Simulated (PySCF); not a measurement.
SMILES FC(F)(F)CC[Si](F)(F)F (C₃H₄F₆Si) at its GFN2-xTB optimised geometry (Å):

```
14

F      1.8922     0.2545     0.0000
C      0.5520     0.2545     0.0000
F      0.1677    -0.2563    -1.1794
F      0.1679     1.5398     0.0000
C     -0.0167    -0.5177     1.1755
C     -1.5486    -0.4857     1.1495
Si    -2.3210    -1.4221     2.5846
F     -1.9696    -2.9671     2.5856
F     -1.8299    -0.9036     3.9993
F     -3.9008    -1.3453     2.6269
H      0.3730    -0.0604     2.0865
H      0.3593    -1.5398     1.1074
H     -1.8922    -0.9045     0.2006
H     -1.8775     0.5562     1.1630
```

Computed with PBE0/def2-TZVP in PySCF. Cells within 0.4 Å of a nucleus heavier than hydrogen are left out (blank, or x).

Map of the log10 of the electron density (e/bohr³), floored at −4 on the plane z = 0.0 Å:

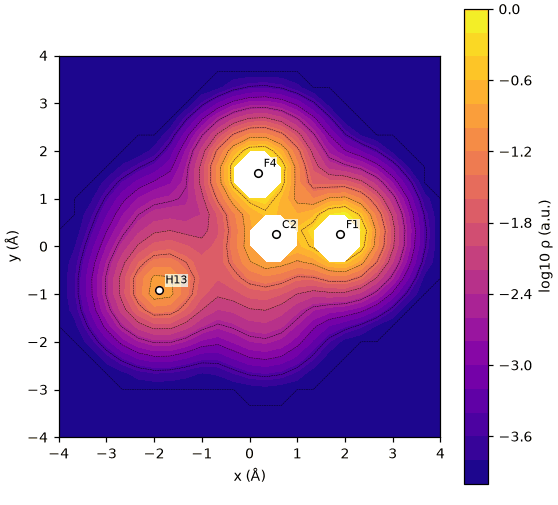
Log10 of the electron density (e/bohr³), floored at −4 on the plane z = 0.0 Å.
